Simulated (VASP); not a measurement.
Band structure of TlBi (relaxed from the wurtzite structure, space group P6_3mc). Computed with PBEsol GGA, VASP's PBE PAW potentials (set 64) (plane waves; VASP).

Unless said otherwise, spin-orbit coupling is left out, though it shifts the bands of the heavy elements here.

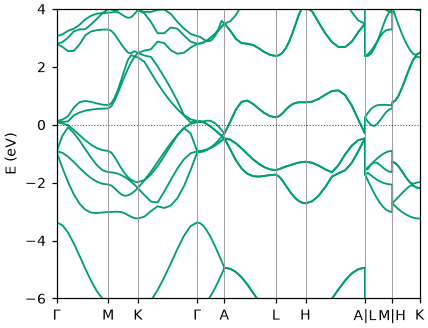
Figure. Bands along high-symmetry lines, zero at the valence-band maximum or, without a gap, the Fermi level

**Question.** Read the plot: is there a gap, and where are the band edges?

**Answer.** It has no gap at this level: it comes out as a metal or semimetal. (Edges off the drawn lines would not show.)

The structure was generated: TlBi was put into the wurtzite type (P6_3mc), which need not be its known phase. It was relaxed first.
